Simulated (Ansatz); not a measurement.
## Electronic structure of H6Si2···H2S in real space

```yaml
atoms:
  - { symbol: Si, position_ang: [-1.4829, -0.3875, 0.2022] }
  - { symbol: S, position_ang: [1.7365, -0.1018, 2.2676] }
  - { symbol: H, position_ang: [-2.8474, -0.5870, -0.3628] }
  - { symbol: H, position_ang: [-1.0151, -1.6819, 0.7615] }
  - { symbol: H, position_ang: [-1.5685, 0.6252, 1.2857] }
  - { symbol: H, position_ang: [2.1219, 1.0747, 1.7511] }
  - { symbol: Si, position_ang: [-0.0835, 0.3401, -1.5251] }
  - { symbol: H, position_ang: [2.4759, -0.7907, 1.3854] }
  - { symbol: H, position_ang: [-0.5987, 1.6153, -2.0946] }
  - { symbol: H, position_ang: [1.3101, 0.5690, -1.0583] }
  - { symbol: H, position_ang: [-0.0484, -0.6754, -2.6130] }
```

The product side of a reaction path; geometry: PBE0-D4/def2-TZVP.

These are results of RKS PBE0-D4/def2-TZVPP in Ansatz, not measurements.

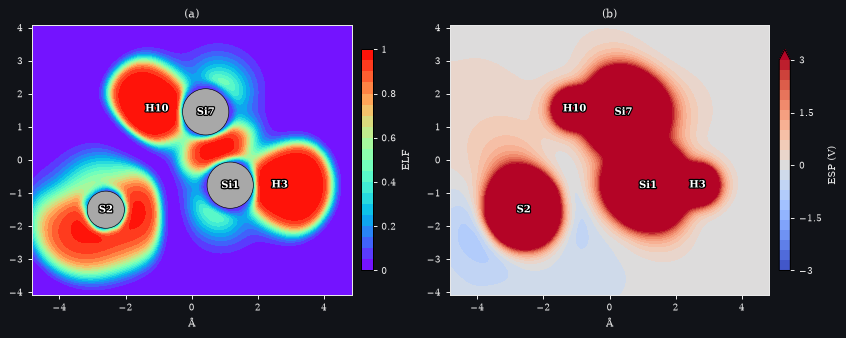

Figure 1. (a) ELF; (b) molecular electrostatic potential on the plane of atoms H3, Si1 and Si7. Grey discs cover the atomic cores in the ELF map.

What does the map show?

Answer. The plane passes through Si, S and H nuclei.
Si1···S2 (3.84 Å): the ELF dips to about 0 between them: a non-bonded, intermolecular contact.
Si–Si (2.34 Å): the ELF peaks at about 1 between the atoms; a covalent bond.
Si–H (1.49 Å): the ELF climbs to about 1 towards the hydrogen, as it does in any bond to H.
The ELF also peaks beside S2, away from the bonds: lone-pair regions.
Outside the dense part of the complex the potential is most negative (−0.9 V) near S2.

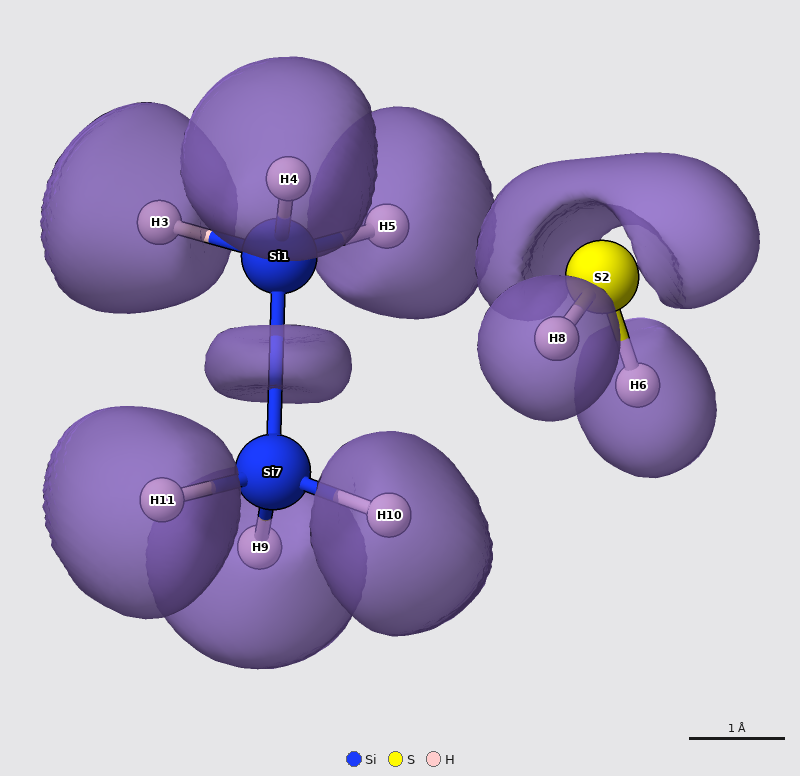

Figure 2. Isosurface of the ELF at 0.85 (purple), seen at a tilt. Only the valence region is drawn (cores and ρ < 0.01 e/Å³ removed).

What do the ELF domains correspond to?

Answer. The surface consists of one region between bonded Si–Si atoms (shared pairs), eight regions around hydrogen nuclei and one lobe on S, pointing away from the bonds (lone pairs, which may merge into one lobe).

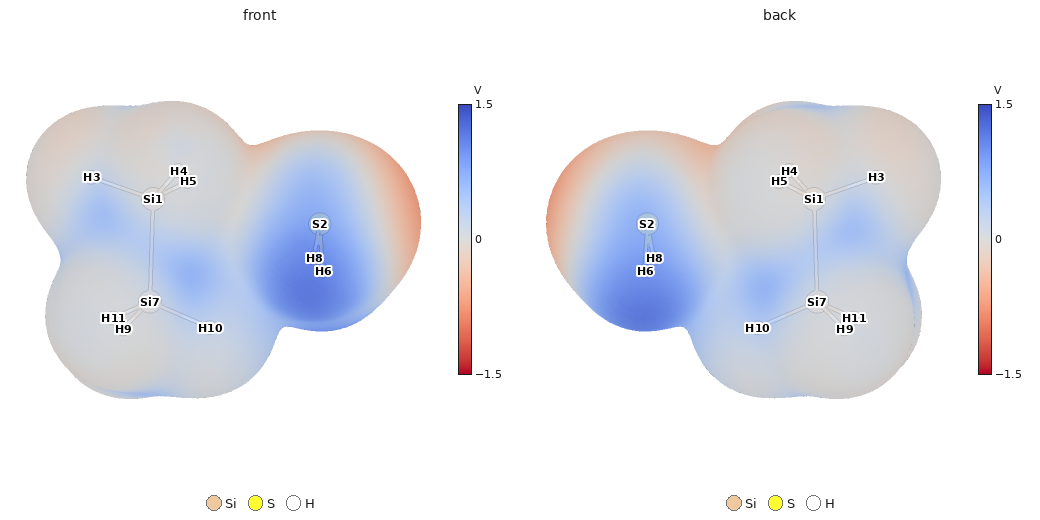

Figure 3. The electrostatic potential painted on the density surface at 0.001 e/bohr³, seen from the front and from behind; red is negative and blue positive.

Which sites attract a positive test charge, and which a negative one?

Answer. A positive charge is drawn to the negative regions and a negative charge to the positive ones. The most negative region (about −0.7 V) lies over S2, the most positive (about +1.2 V) over H6 and H8.

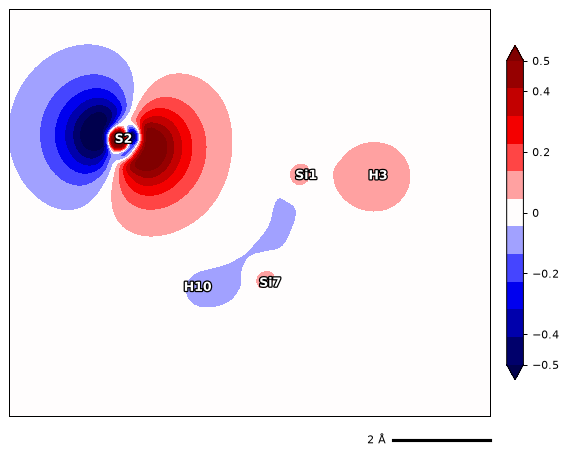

Figure 4. The HOMO on the plane of atoms Si1, Si7 and H10 (values in Å⁻³ᐟ²; the overall sign is arbitrary).

Describe this orbital and give its energy.

Answer. By Hirshfeld shares it lies mainly on S2 (about 85 %); largely a lone pair of S2. Its energy is −7.60 eV.
